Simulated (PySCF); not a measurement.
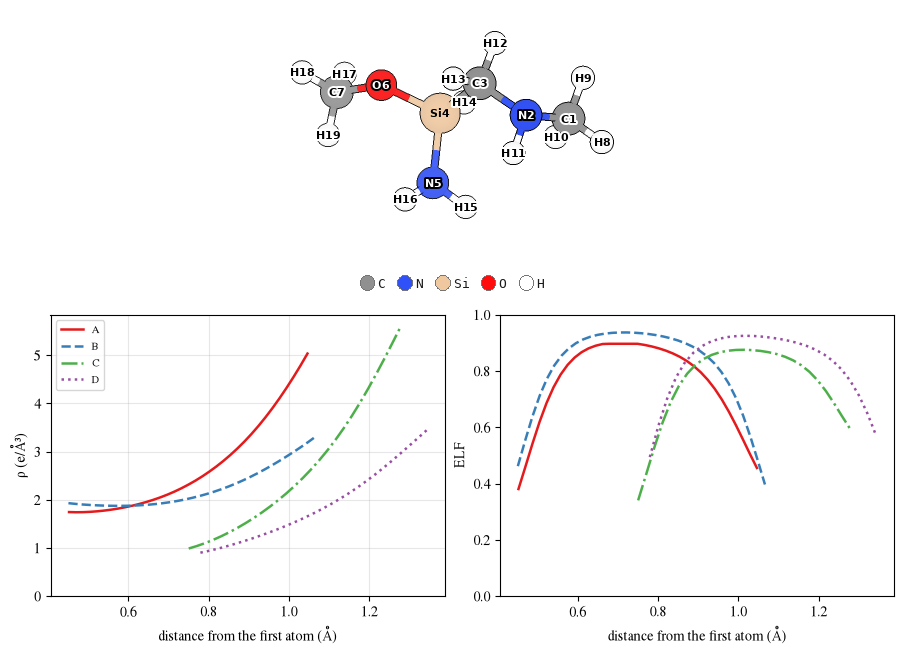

Figure. C$_{3}$H$_{12}$N$_{2}$OSi. Electron density and electron localisation function along straight lines between neighbouring atoms. The curves leave out the atomic cores. The structure is drawn too.

Geometry: GFN2-xTB.

These are results of PySCF, CAM-B3LYP/def2-SVPD, SCF density, gas phase, not measurements.

| atom | x (Å) | y (Å) | z (Å) |
| --- | --- | --- | --- |
| C | 2.7496 | -0.3649 | -0.4498 |
| N | 2.0021 | -0.7776 | 0.7164 |
| C | 0.9361 | 0.1518 | 1.0787 |
| Si | -0.4816 | 0.3017 | -0.1974 |
| N | -0.9490 | -1.1801 | -0.9643 |
| O | -1.7054 | 0.8387 | 0.7239 |
| C | -2.9902 | 1.1503 | 0.2799 |
| H | 3.5361 | -1.0941 | -0.6415 |
| H | 3.2139 | 0.5981 | -0.2374 |
| H | 2.1362 | -0.2557 | -1.3561 |
| H | 1.5957 | -1.6938 | 0.5469 |
| H | 1.4104 | 1.1191 | 1.2551 |
| H | 0.5433 | -0.1803 | 2.0433 |
| H | -0.1924 | 1.1985 | -1.3222 |
| H | -0.2895 | -1.6836 | -1.5338 |
| H | -1.5258 | -1.8298 | -0.4529 |
| H | -2.9697 | 2.0371 | -0.3577 |
| H | -3.6124 | 1.3497 | 1.1533 |
| H | -3.4171 | 0.3241 | -0.2920 |

Which curve belongs to which contact (C–N, C–O, Si–N and Si–O)? The first atom named is at distance zero.

Curve A: C–O (1.39 Å): ρ is about 2.1 e/Å³ halfway, with its minimum of 1.7 e/Å³ about 0.5 Å from C; the ELF peaks at about 0.90 between the atoms; a polar covalent bond. Curve B: C–N (1.45 Å): ρ is about 2 e/Å³ halfway; the ELF peaks at about 0.95 between the atoms; a covalent bond. Curve C: Si–O (1.62 Å): ρ at the midpoint is about 1.2 e/Å³; the ELF peaks at about 0.90 between the atoms: a polar covalent bond. Curve D: Si–N (1.73 Å): ρ is about 1.1 e/Å³ halfway; the ELF peaks at about 0.95 between the atoms: a polar covalent bond.
